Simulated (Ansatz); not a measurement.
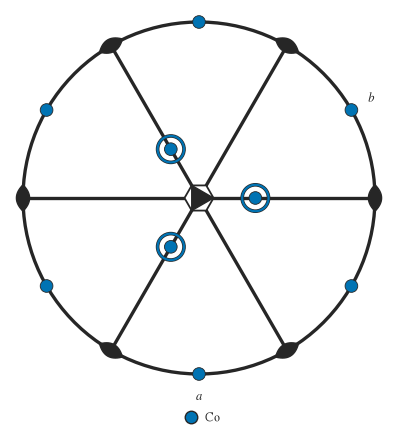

For Co, coordinates from a relaxation with DFT PBE+D3(BJ), scalar-relativistic, plane waves, PAW (Ansatz): directions from one cobalt atom at (1/3, 2/3, 1/4) to its bonded neighbours, in stereographic projection down c (filled: above the plane of the page or in it, open: below). Geometry calculated from the standardised cell; symmetry tolerance 0.002 Å.

Neighbours are counted up to 2.75 Å for Co. The symmetry elements of the site are drawn in: heavy lines are mirror planes (a heavy rim: a mirror in the plane of the page); lens, triangle, square and hexagon are 2-, 3-, 4- and 6-fold axes, a lens in an open square is −4, a triangle in an open hexagon −6; thin dashed diameters join the ends of axes that lie in the page; a small open circle marks inversion.

```cif
data_structure
_symmetry_space_group_name_H-M 'P 1'
_symmetry_Int_Tables_number 1
_cell_length_a 2.4691
_cell_length_b 2.4691
_cell_length_c 3.9936
_cell_angle_alpha 90.000
_cell_angle_beta 90.000
_cell_angle_gamma 120.000
_cell_volume 21.08
loop_
_atom_site_label
_atom_site_type_symbol
_atom_site_fract_x
_atom_site_fract_y
_atom_site_fract_z
_atom_site_occupancy
Co1 Co 0.33333 0.66667 0.25000 1
Co2 Co 0.66667 0.33333 0.75000 1
```

### How many neighbours are there, and at what angles?

12: 6 Co at 2.45 Å, 6 Co at 2.47 Å. Angles between bonds: 60° (24×), 90° (12×), 109° (3×), 120° (18×), 146° (6×), 180° (3×).

### What is the site's symmetry in the crystal?

Point group -6m2 (D3h), order 12: one −6 axis, three twofold axes, four mirror planes. In No. 194, P6_3/mmc this is Wyckoff position 2c.
